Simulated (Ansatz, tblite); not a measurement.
**B(SiH3)3 (Si₃BH₉): removing and adding an electron**

What does removing or adding an electron cost or gain for B(SiH3)3 (Si₃BH₉)? Each charged state is run at several levels.

Method: as each input shows; program: Ansatz 0.2.0, Gaussian basis.

Plan: charge +1 doublet, at the geometry of the singlet (PBE0-D4/def2-TZVP, PBE-D4/def2-TZVP, r2SCAN-D4/def2-TZVP, CCSD(T)/def2-TZVP); charge -1 doublet, at the geometry of the singlet (PBE0-D4/def2-TZVPD, PBE-D4/def2-TZVPD, r2SCAN-D4/def2-TZVPD); the starting singlet's energies come from earlier runs.

### 1 The geometry

The singlet was relaxed beforehand with r2SCAN-D4/def2-SVP.

13 atoms, charge 0, spin multiplicity 1.

Atoms are counted from 1 here; the program's logs count them from 0.

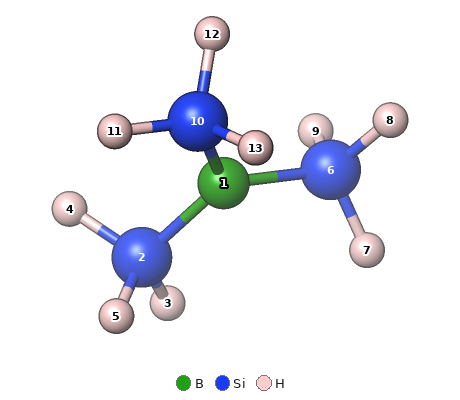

The structure; boron green, silicon blue, hydrogen pink; atoms are numbered from 1 in the order of the file.

### 2 Charge +1 doublet at the fixed geometry, first pass, PBE0-D4/def2-SVP

File in.yaml:

```yaml
crystal:
  periodic: [false, false, false]
  atoms:
    - {symbol: B, position_ang: [-0.000050, 0.001913, 0.010372]}
    - {symbol: Si, position_ang: [2.008454, 0.048788, -0.009688]}
    - {symbol: H, position_ang: [2.636814, 1.405002, 0.057682]}
    - {symbol: H, position_ang: [2.478043, -0.624286, -1.267066]}
    - {symbol: H, position_ang: [2.521296, -0.764019, 1.143147]}
    - {symbol: Si, position_ang: [-1.047326, 1.715972, 0.027258]}
    - {symbol: H, position_ang: [-0.534620, 2.620288, 1.108419]}
    - {symbol: H, position_ang: [-2.528934, 1.581438, 0.187675]}
    - {symbol: H, position_ang: [-0.781674, 2.399840, -1.283978]}
    - {symbol: Si, position_ang: [-0.960271, -1.762648, -0.004716]}
    - {symbol: H, position_ang: [-0.097007, -2.980880, -0.102879]}
    - {symbol: H, position_ang: [-1.945333, -1.790597, -1.136262]}
    - {symbol: H, position_ang: [-1.749382, -1.850791, 1.270037]}
basis:
  gaussian: {orbitals: def2-SVP}
total_charge: 1
magnetization: {spin_polarized: true, initial_magnetization: 1}
hamiltonian: {xc: pbe0, dispersion: d4}
output: {orbitals: {seedname: orbitals}}
```

The run is started by

```
$ ansatz run in.yaml --threads 2 --pin off --events-out ev --progress --plain --max-ram 20480MiB --backend cpu
```

Log:

```text
Functional definition: PBE0
  name "PBE0"
  cite "Adamo & Barone, J. Chem. Phys. 110, 6158 (1999) doi:10.1063/1.478522"
  cite "Perdew, Burke & Ernzerhof, Phys. Rev. Lett. 77, 3865 (1996) doi:10.1103/PhysRevLett.77.3865"
  parent pbe
  parameter a = 0.25
  parameter kappa = 0.804
  parameter beta = 0.06672455060314922
  exchange = (1 - a)*pbe_x(kappa = kappa, mu = beta*pi^2/3) + a*exact_x
  correlation = pbe_c(beta = beta)
1104 factors; integrals over basis functions are off by at most 1.3e-3 eV
mean field evaluation 1: about -24424.1188 eV, gradient 1.0e1 eV
mean field evaluation 2: about -24424.2398 eV, gradient 1.0e1 eV
mean field evaluation 4: about -24425.0814 eV, gradient 7.1e-1 eV
mean field evaluation 8: about -24425.1288 eV, gradient 1.0e-1 eV
mean field evaluation 16: about -24425.1291 eV, gradient 1.1e-2 eV
mean field evaluation 32: about -24425.0222 eV, gradient 3.2e0 eV
mean field evaluation 64: about -24425.1239 eV, gradient 1.4e-2 eV
mean field -24425.12961756 eV, -897.6069574979 hartree, gradient 9.1e-6 eV, S^2 0.755261; 3 other end points of the search recorded, 0 dependent functions left out
reference -24425.12964956 eV, -897.6069586737 hartree; 28, 27 occupied and 85, 86 virtual orbitals, 1104 factors
Total energy: -24425.36408447 eV, -897.6155739977 hartree
```

It took 20 s on 2 threads of AMD EPYC 7R13, shared host.

Report: HOMO -13.32 eV, LUMO -11.54 eV (over both spins); ⟨S²⟩ 0.755 (pure: 0.75); the next solution that the search met lies 0.002 eV higher.

### 3 Charge +1 doublet at the fixed geometry, PBE0-D4/def2-TZVP

start.molden holds the orbitals of an earlier run on this state, given as this run's starting guess.

in.yaml, as its differences from that of step 2:

```diff
@@ -17,3 +17,3 @@
 basis:
-  gaussian: {orbitals: def2-SVP}
+  gaussian: {orbitals: def2-TZVP, initial_orbitals: start.molden}
 total_charge: 1
@@ -21,2 +21,3 @@
 hamiltonian: {xc: pbe0, dispersion: d4}
+scf: {omitted_lower_state_checks: [starts]}
 output: {orbitals: {seedname: orbitals}}
```

Same command.

Log:

```text
Functional definition: PBE0
  name "PBE0"
  cite "Adamo & Barone, J. Chem. Phys. 110, 6158 (1999) doi:10.1063/1.478522"
  cite "Perdew, Burke & Ernzerhof, Phys. Rev. Lett. 77, 3865 (1996) doi:10.1103/PhysRevLett.77.3865"
  parent pbe
  parameter a = 0.25
  parameter kappa = 0.804
  parameter beta = 0.06672455060314922
  exchange = (1 - a)*pbe_x(kappa = kappa, mu = beta*pi^2/3) + a*exact_x
  correlation = pbe_c(beta = beta)
these checks for a lower state are left out or cut short: starts
1369 factors; their error is unknown
mean field evaluation 1: about -24432.0346 eV, gradient 7.8e1 eV
mean field evaluation 2: about -24434.0398 eV, gradient 2.4e0 eV
mean field evaluation 4: about -24434.1713 eV, gradient 1.1e-1 eV
mean field evaluation 8: about -24434.1713 eV, gradient 3.4e-5 eV
mean field -24434.17130393 eV, -897.9392333432 hartree, gradient 7.8e-6 eV, S^2 0.755874; 0 other end points of the search recorded, 0 dependent functions left out
reference -24434.17135012 eV, -897.9392350407 hartree; 28, 27 occupied and 168, 169 virtual orbitals, 1369 factors
Total energy: -24434.40578503 eV, -897.9478503647 hartree
Checks for a lower state left out: starts
```

It took 15 s on 2 threads of AMD EPYC 7R13, shared host; peak memory 0.99 GiB.

Report: HOMO -13.25 eV, LUMO -11.42 eV (over both spins); ⟨S²⟩ 0.756 (pure: 0.75).

### 4 Charge +1 doublet at the fixed geometry, PBE-D4/def2-TZVP

in.yaml, as its differences from that of step 3:

```diff
@@ -20,3 +20,3 @@
 magnetization: {spin_polarized: true, initial_magnetization: 1}
-hamiltonian: {xc: pbe0, dispersion: d4}
+hamiltonian: {xc: pbe, dispersion: d4}
 scf: {omitted_lower_state_checks: [starts]}
```

Launched as before.

Log:

```text
Functional definition: PBE
  name "PBE"
  cite "Perdew, Burke & Ernzerhof, Phys. Rev. Lett. 77, 3865 (1996) doi:10.1103/PhysRevLett.77.3865"
  parent pbe
  parameter kappa = 0.804
  parameter beta = 0.06672455060314922
  exchange = pbe_x(kappa = kappa, mu = beta*pi^2/3)
  correlation = pbe_c(beta = beta)
these checks for a lower state are left out or cut short: starts
1321 factors; their error is unknown
mean field evaluation 1: about -24431.5267 eV, gradient 7.9e0 eV
mean field evaluation 2: about -24431.6766 eV, gradient 2.5e-1 eV
mean field evaluation 4: about -24431.6591 eV, gradient 5.9e-2 eV
mean field evaluation 8: about -24431.6592 eV, gradient 7.7e-4 eV
mean field evaluation 16: about -24431.6592 eV, gradient 1.9e-5 eV
mean field -24431.65921881 eV, -897.8469159180 hartree, gradient 2.9e-6 eV, S^2 0.752871; 0 other end points of the search recorded, 0 dependent functions left out
reference -24431.65928039 eV, -897.8469181809 hartree; 28, 27 occupied and 168, 169 virtual orbitals, 1321 factors
Total energy: -24431.93071018 eV, -897.8568930415 hartree
Checks for a lower state left out: starts
```

It took 11 s on 2 threads of AMD EPYC 7R13, shared host; peak memory 0.56 GiB.

Report: HOMO -12.02 eV, LUMO -11.97 eV (over both spins); ⟨S²⟩ 0.753 (pure: 0.75).

### 5 Charge +1 doublet at the fixed geometry, r2SCAN-D4/def2-TZVP

in.yaml, as its differences from that of step 4:

```diff
@@ -20,3 +20,3 @@
 magnetization: {spin_polarized: true, initial_magnetization: 1}
-hamiltonian: {xc: pbe, dispersion: d4}
+hamiltonian: {xc: r2scan, dispersion: d4}
 scf: {omitted_lower_state_checks: [starts]}
```

Same command.

Log:

```text
Functional definition: r2SCAN
  name "r2SCAN"
  cite "Furness, Kaplan, Ning, Perdew & Sun, J. Phys. Chem. Lett. 11, 8208 (2020) doi:10.1021/acs.jpclett.0c02405"
  cite "Furness, Kaplan, Ning, Perdew & Sun, J. Phys. Chem. Lett. 11, 9248 (2020) doi:10.1021/acs.jpclett.0c03077"
  parent r2scan
  parameter k0 = 0.174
  parameter k1 = 0.065
  parameter a1 = 4.9479
  exchange = r2scan_x(k0 = k0, k1 = k1, a1 = a1)
  correlation = r2scan_c
these checks for a lower state are left out or cut short: starts
1321 factors; their error is unknown
mean field evaluation 1: about -24442.6546 eV, gradient 5.5e0 eV
mean field evaluation 2: about -24442.7122 eV, gradient 1.1e-1 eV
mean field evaluation 4: about -24442.6905 eV, gradient 3.6e-3 eV
mean field evaluation 8: about -24442.6905 eV, gradient 2.8e-5 eV
mean field -24442.69047932 eV, -898.2523072642 hartree, gradient 3.7e-6 eV, S^2 0.756860; 0 other end points of the search recorded, 0 dependent functions left out
reference -24442.69050069 eV, -898.2523080497 hartree; 28, 27 occupied and 168, 169 virtual orbitals, 1321 factors
Total energy: -24442.75744658 eV, -898.2547682656 hartree
Checks for a lower state left out: starts
```

It took 20 s on 2 threads of AMD EPYC 7R13, shared host; peak memory 0.63 GiB.

HOMO -12.33 eV, LUMO -11.97 eV (over both spins); ⟨S²⟩ 0.757 (pure: 0.75).

### 6 Charge +1 doublet at the fixed geometry, CCSD(T)/def2-TZVP

in.yaml, as its differences from that of step 5:

```diff
@@ -20,4 +20,4 @@
 magnetization: {spin_polarized: true, initial_magnetization: 1}
-hamiltonian: {xc: r2scan, dispersion: d4}
-scf: {omitted_lower_state_checks: [starts]}
+correlation: {method: ccsd_t}
+scf: {omitted_lower_state_checks: [starts, cluster_reference]}
 output: {orbitals: {seedname: orbitals}}
```

The run is started by

```
$ ansatz run in.yaml --threads 2 --pin off --events-out ev --progress --plain --max-ram 20480MiB --backend cuda --devices 0, --max-vram 18GiB
```

Log:

```text
Functional definition: HF
  name "HF"
  cite "Fock, Z. Phys. 61, 126 (1930) doi:10.1007/BF01340294"
  parent pbe
  exchange = exact_x
  correlation = 0
these checks for a lower state are left out or cut short: starts, cluster_reference
1300 factors; integrals over basis functions are off by at most 1.2e-3 eV
mean field evaluation 1: about -24390.0072 eV, gradient 2.2e1 eV
mean field evaluation 2: about -24391.1959 eV, gradient 1.5e0 eV
mean field evaluation 4: about -24391.2882 eV, gradient 2.9e-1 eV
mean field evaluation 8: about -24391.2886 eV, gradient 2.9e-3 eV
mean field -24391.28864755 eV, -896.3633247882 hartree, gradient 1.9e-6 eV, S^2 0.768864; 0 other end points of the search recorded, 0 dependent functions left out
16 core orbitals not correlated: weight in the atoms' cores, before any rotation towards them, 1.000 or more for the frozen orbitals, at most 0.000 for the correlated occupied ones
reference -24391.28864755 eV, -896.3633247882 hartree; 12, 11 occupied and 168, 169 virtual orbitals, 1300 factors
second order -11.54946505 eV of doubles, -0.00000000 eV of singles
cycle   1  -13.27040538 eV  change    -1.7e0 eV  update   1.2e-1
cycle   2  -13.92817601 eV  change   -6.6e-1 eV  update   4.2e-2
cycle   3  -14.02276911 eV  change   -9.5e-2 eV  update   2.4e-2
cycle   4  -14.01859293 eV  change    4.2e-3 eV  update   1.1e-2
cycle   5  -14.01504463 eV  change    3.5e-3 eV  update   6.0e-3
cycle   6  -14.01693353 eV  change   -1.9e-3 eV  update   3.3e-3
cycle   7  -14.01814136 eV  change   -1.2e-3 eV  update   1.5e-3
cycle   8  -14.01886873 eV  change   -7.3e-4 eV  update   6.9e-4
cycle   9  -14.01873826 eV  change    1.3e-4 eV  update   2.9e-4
cycle  10  -14.01863501 eV  change    1.0e-4 eV  update   1.4e-4
cycle  11  -14.01864776 eV  change   -1.3e-5 eV  update   9.1e-5
cycle  12  -14.01866044 eV  change   -1.3e-5 eV  update   8.4e-5
cycle  13  -14.01867947 eV  change   -1.9e-5 eV  update   8.0e-5
cycle  14  -14.01867036 eV  change    9.1e-6 eV  update   7.8e-5
cycle  15  -14.01864321 eV  change    2.7e-5 eV  update   7.7e-5
cycle  16  -14.01863015 eV  change    1.3e-5 eV  update   7.4e-5
cycle  17  -14.01864335 eV  change   -1.3e-5 eV  update   6.9e-5
cycle  18  -14.01868554 eV  change   -4.2e-5 eV  update   5.9e-5
cycle  19  -14.01869919 eV  change   -1.4e-5 eV  update   4.4e-5
cycle  20  -14.01867563 eV  change    2.4e-5 eV  update   2.6e-5
cycle  21  -14.01867127 eV  change    4.4e-6 eV  update   1.4e-5
perturbative correction -0.51223423 eV, -0.0188242607 hartree
Total energy: -24405.81955305 eV, -896.8973257158 hartree
Checks for a lower state left out: starts, cluster_reference
```

Run time: 4.2 s. Hardware: 1 × H100 (card shared with other runs) with 2 threads of AMD EPYC 7R13, shared host; peak host memory 0.81 GiB.

Hartree-Fock HOMO -16.21 eV, LUMO -7.87 eV (over both spins); ⟨S²⟩ 0.769 (pure: 0.75); T1 0.024.

### 7 Vertical ionisation energy

Charged state less starting state, singlet to doublet; the starting state's energies are those of its earlier runs.

Differences are taken before rounding.

| method | vertical ionisation energy (eV) | from CCSD(T)/def2-TZVP (eV) | time |
| --- | --- | --- | --- |
| HF/def2-TZVP | 9.31 | -0.64 |  |
| PBE-D4/def2-TZVP | 9.48 | -0.47 | 13 s |
| r2SCAN-D4/def2-TZVP | 9.60 | -0.35 | 24 s |
| PBE0-D4/def2-TZVP | 9.78 | -0.18 | 21 s |
| MP2/def2-TZVP | 10.05 | +0.09 |  |
| CCSD/def2-TZVP | 9.96 | 0.00 |  |
| CCSD(T)/def2-TZVP | 9.95 | 0 | 6.5 s |

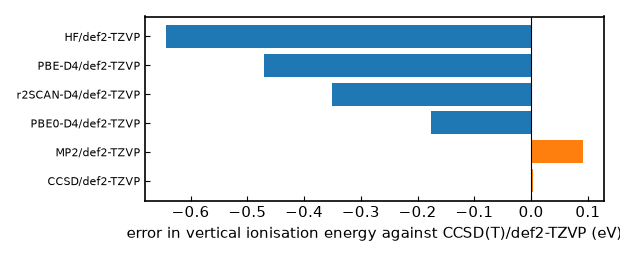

How far each level lands from CCSD(T)/def2-TZVP.

Some runs used a GPU and others CPU threads alone, so the times don't compare the methods' cost.

Times add the two runs; a level without a time comes out of a correlated run.

Beside −ε(HOMO) of the starting state:

| level | −ε(HOMO) (eV) | by difference (eV) | mismatch (eV) |
| --- | --- | --- | --- |
| PBE-D4/def2-TZVP | 6.88 | 9.48 | -2.60 |
| r2SCAN-D4/def2-TZVP | 7.14 | 9.60 | -2.46 |
| PBE0-D4/def2-TZVP | 8.04 | 9.78 | -1.74 |

### 8 Charge -1 doublet at the fixed geometry, first pass, PBE0-D4/def2-SVP

in.yaml, as its differences from that of step 6:

```diff
@@ -17,7 +17,6 @@
 basis:
-  gaussian: {orbitals: def2-TZVP, initial_orbitals: start.molden}
-total_charge: 1
+  gaussian: {orbitals: def2-SVP}
+total_charge: -1
 magnetization: {spin_polarized: true, initial_magnetization: 1}
-correlation: {method: ccsd_t}
-scf: {omitted_lower_state_checks: [starts, cluster_reference]}
+hamiltonian: {xc: pbe0, dispersion: d4}
 output: {orbitals: {seedname: orbitals}}
```

The run is started by

```
$ ansatz run in.yaml --threads 2 --pin off --events-out ev --progress --plain --max-ram 20480MiB --backend cpu
```

Log:

```text
Functional definition: PBE0
  name "PBE0"
  cite "Adamo & Barone, J. Chem. Phys. 110, 6158 (1999) doi:10.1063/1.478522"
  cite "Perdew, Burke & Ernzerhof, Phys. Rev. Lett. 77, 3865 (1996) doi:10.1103/PhysRevLett.77.3865"
  parent pbe
  parameter a = 0.25
  parameter kappa = 0.804
  parameter beta = 0.06672455060314922
  exchange = (1 - a)*pbe_x(kappa = kappa, mu = beta*pi^2/3) + a*exact_x
  correlation = pbe_c(beta = beta)
1104 factors; integrals over basis functions are off by at most 1.3e-3 eV
mean field evaluation 1: about -24435.6058 eV, gradient 1.2e1 eV
mean field evaluation 2: about -24435.6638 eV, gradient 1.1e1 eV
mean field evaluation 4: about -24436.5653 eV, gradient 2.4e-1 eV
mean field evaluation 8: about -24436.6010 eV, gradient 2.5e-2 eV
mean field evaluation 16: about -24436.6010 eV, gradient 4.5e-5 eV
mean field -24436.60097559 eV, -898.0285221298 hartree, gradient 4.5e-5 eV, S^2 0.754561; 0 other end points of the search recorded, 0 dependent functions left out
reference -24436.60101247 eV, -898.0285234850 hartree; 29, 28 occupied and 84, 85 virtual orbitals, 1104 factors
Total energy: -24436.91854244 eV, -898.0401924964 hartree
```

Run time: 3 s. Hardware: 2 threads of AMD EPYC 7R13, shared host.

Report: HOMO 0.07 eV, LUMO 3.32 eV (over both spins); ⟨S²⟩ 0.755 (pure: 0.75). Doubts: highest occupied level lies above zero.

### 9 Charge -1 doublet at the fixed geometry, PBE0-D4/def2-TZVPD

in.yaml, as its differences from that of step 8:

```diff
@@ -17,3 +17,3 @@
 basis:
-  gaussian: {orbitals: def2-SVP}
+  gaussian: {orbitals: def2-TZVPD, initial_orbitals: start.molden}
 total_charge: -1
@@ -21,2 +21,3 @@
 hamiltonian: {xc: pbe0, dispersion: d4}
+scf: {omitted_lower_state_checks: [starts]}
 output: {orbitals: {seedname: orbitals}}
```

The command is unchanged.

Log:

```text
Functional definition: PBE0
  name "PBE0"
  cite "Adamo & Barone, J. Chem. Phys. 110, 6158 (1999) doi:10.1063/1.478522"
  cite "Perdew, Burke & Ernzerhof, Phys. Rev. Lett. 77, 3865 (1996) doi:10.1103/PhysRevLett.77.3865"
  parent pbe
  parameter a = 0.25
  parameter kappa = 0.804
  parameter beta = 0.06672455060314922
  exchange = (1 - a)*pbe_x(kappa = kappa, mu = beta*pi^2/3) + a*exact_x
  correlation = pbe_c(beta = beta)
these checks for a lower state are left out or cut short: starts
1512 factors; their error is unknown
mean field evaluation 1: about -24443.4890 eV, gradient 7.8e1 eV
mean field evaluation 2: about -24445.6014 eV, gradient 2.7e0 eV
mean field evaluation 4: about -24445.6705 eV, gradient 1.1e-1 eV
mean field evaluation 8: about -24445.6706 eV, gradient 1.9e-5 eV
mean field -24445.67062260 eV, -898.3618255097 hartree, gradient 1.9e-5 eV, S^2 0.755013; 0 other end points of the search recorded, 0 dependent functions left out
reference -24445.67068127 eV, -898.3618276660 hartree; 29, 28 occupied and 218, 219 virtual orbitals, 1512 factors
Total energy: -24445.98821125 eV, -898.3734966774 hartree
Checks for a lower state left out: starts
```

Run time: 12 s. Hardware: 2 threads of AMD EPYC 7R13, shared host; peak memory 0.98 GiB.

Report: HOMO -0.15 eV, LUMO 2.94 eV (over both spins); ⟨S²⟩ 0.755 (pure: 0.75).

### 10 Charge -1 doublet at the fixed geometry, PBE-D4/def2-TZVPD

in.yaml, as its differences from that of step 9:

```diff
@@ -20,3 +20,3 @@
 magnetization: {spin_polarized: true, initial_magnetization: 1}
-hamiltonian: {xc: pbe0, dispersion: d4}
+hamiltonian: {xc: pbe, dispersion: d4}
 scf: {omitted_lower_state_checks: [starts]}
```

Launched as before.

Log:

```text
Functional definition: PBE
  name "PBE"
  cite "Perdew, Burke & Ernzerhof, Phys. Rev. Lett. 77, 3865 (1996) doi:10.1103/PhysRevLett.77.3865"
  parent pbe
  parameter kappa = 0.804
  parameter beta = 0.06672455060314922
  exchange = pbe_x(kappa = kappa, mu = beta*pi^2/3)
  correlation = pbe_c(beta = beta)
these checks for a lower state are left out or cut short: starts
1449 factors; their error is unknown
mean field evaluation 1: about -24442.7614 eV, gradient 7.9e0 eV
mean field evaluation 2: about -24442.8762 eV, gradient 1.6e-1 eV
mean field evaluation 4: about -24442.8581 eV, gradient 7.2e-4 eV
mean field -24442.85814738 eV, -898.2584689517 hartree, gradient 2.2e-5 eV, S^2 0.753939; 0 other end points of the search recorded, 0 dependent functions left out
reference -24442.85822484 eV, -898.2584717986 hartree; 29, 28 occupied and 218, 219 virtual orbitals, 1449 factors
Total energy: -24443.22557371 eV, -898.2719716206 hartree
Checks for a lower state left out: starts
```

Run time: 7 s. Hardware: 2 threads of AMD EPYC 7R13, shared host.

From the report: HOMO 0.74 eV, LUMO 1.98 eV (over both spins); ⟨S²⟩ 0.754 (pure: 0.75). Doubts: highest occupied level lies above zero.

### 11 Charge -1 doublet at the fixed geometry, r2SCAN-D4/def2-TZVPD

in.yaml, as its differences from that of step 10:

```diff
@@ -20,3 +20,3 @@
 magnetization: {spin_polarized: true, initial_magnetization: 1}
-hamiltonian: {xc: pbe, dispersion: d4}
+hamiltonian: {xc: r2scan, dispersion: d4}
 scf: {omitted_lower_state_checks: [starts]}
```

Same command.

Log:

```text
Functional definition: r2SCAN
  name "r2SCAN"
  cite "Furness, Kaplan, Ning, Perdew & Sun, J. Phys. Chem. Lett. 11, 8208 (2020) doi:10.1021/acs.jpclett.0c02405"
  cite "Furness, Kaplan, Ning, Perdew & Sun, J. Phys. Chem. Lett. 11, 9248 (2020) doi:10.1021/acs.jpclett.0c03077"
  parent r2scan
  parameter k0 = 0.174
  parameter k1 = 0.065
  parameter a1 = 4.9479
  exchange = r2scan_x(k0 = k0, k1 = k1, a1 = a1)
  correlation = r2scan_c
these checks for a lower state are left out or cut short: starts
1449 factors; their error is unknown
mean field evaluation 1: about -24454.0999 eV, gradient 5.5e0 eV
mean field evaluation 2: about -24454.1455 eV, gradient 6.2e-2 eV
mean field evaluation 4: about -24454.1246 eV, gradient 1.7e-4 eV
mean field -24454.12457611 eV, -898.6725025709 hartree, gradient 2.6e-5 eV, S^2 0.757937; 0 other end points of the search recorded, 0 dependent functions left out
reference -24454.12460771 eV, -898.6725037324 hartree; 29, 28 occupied and 218, 219 virtual orbitals, 1449 factors
Total energy: -24454.21954068 eV, -898.6759924546 hartree
Checks for a lower state left out: starts
```

It took 13 s on 2 threads of AMD EPYC 7R13, shared host.

Report: HOMO 0.50 eV, LUMO 2.43 eV (over both spins); ⟨S²⟩ 0.758 (pure: 0.75). Doubts: highest occupied level lies above zero.

### 12 Vertical electron affinity

Starting state less charged state (positive: the electron is bound), singlet to doublet; the starting state's energies are those of its earlier runs.

| level | vertical electron affinity (eV) | time |
| --- | --- | --- |
| PBE-D4/def2-TZVPD | +1.79 | 11 s |
| r2SCAN-D4/def2-TZVPD | +1.84 | 20 s |
| PBE0-D4/def2-TZVPD | +1.79 | 16 s |

Times add the two runs; a level without a time comes out of a correlated run.

Beside −ε(LUMO) of the starting state:

| level | −ε(LUMO) (eV) | by difference (eV) | mismatch (eV) |
| --- | --- | --- | --- |
| PBE-D4/def2-TZVPD | 4.14 | 1.79 | +2.35 |
| r2SCAN-D4/def2-TZVPD | 3.94 | 1.84 | +2.09 |
| PBE0-D4/def2-TZVPD | 3.25 | 1.79 | +1.46 |

### 13 Results

```
                                             quantity                                  value
 vertical ionisation energy, functionals in def2-TZVP     9.48 (PBE-D4) to 9.78 eV (PBE0-D4)
        vertical ionisation energy, CCSD(T)/def2-TZVP                                9.95 eV
vertical electron affinity, functionals in def2-TZVPD  1.79 (PBE0-D4) to 1.84 eV (r2SCAN-D4)
```

What this shows: The vertical ionisation energy spans 9.48 to 9.78 eV over the functionals, beside 9.95 eV from CCSD(T)/def2-TZVP. −ε(HOMO) misses the level's own difference by -1.74 eV at best (PBE0-D4) and -2.60 eV at worst (PBE-D4). The reference is CCSD(T) in one finite basis, so it carries an error of its own, often a tenth of an eV or more, and near misses can't be ranked. The vertical electron affinity spans 1.79 to 1.84 eV over the functionals. The anion's highest level lies above zero where self-interaction lifts it, so diffuse functions weigh on these values. −ε(LUMO) misses the level's own difference by +1.46 eV at best (PBE0-D4) and +2.35 eV at worst (PBE-D4).
